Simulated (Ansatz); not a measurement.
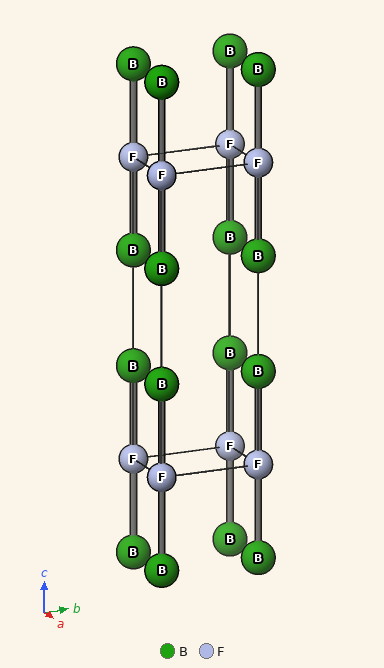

This ball-and-stick model is shown slightly off an axis. One simulation cell is framed, with atoms on its boundary repeated. Finite groups of bonded atoms are drawn whole.

```
CELL_PARAMETERS angstrom
2.19452 0.00000 0.00000
-1.09726 1.90051 0.00000
0.00000 0.00000 5.11195
ATOMIC_POSITIONS crystal
B 0.00000 0.00000 0.69146
B 0.00000 0.00000 0.30854
F 0.00000 0.00000 0.00000
```

Computational set-up: DFT PBE, scalar-relativistic, plane waves, PAW (Ansatz), a 420 eV plane-wave basis, the zone sampled with 24×24×10 points, Gaussian smearing of 0.1 eV, no spin polarisation.

Question: What are the atomic charges by Bader's partition?

Answer: B +0.42 e; F -0.85 e.

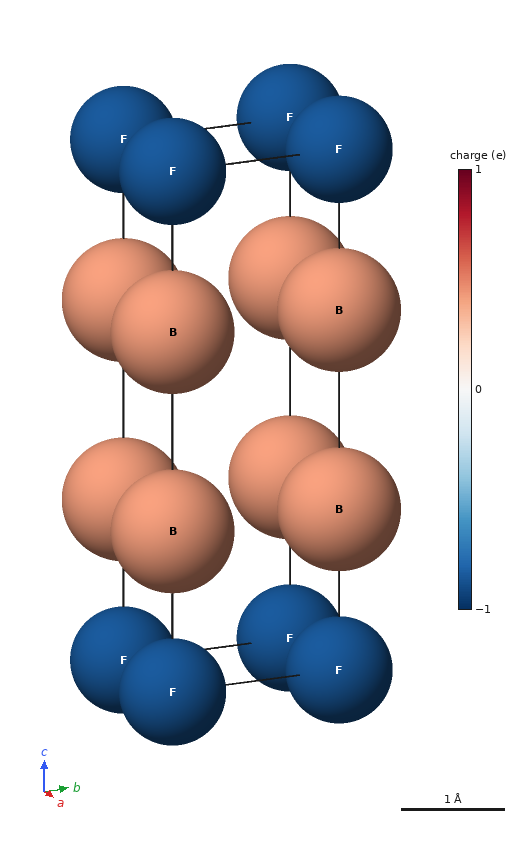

The atoms coloured by those charges.

Origin of the cell: a random cell made by a generator, so it need not be a real form of the compound. Earlier steps of the study, as a rule a relaxation of our own, may have changed the cell and positions, so they can lie some per cent off the listed ones. It was run through Ansatz as a DFT input.
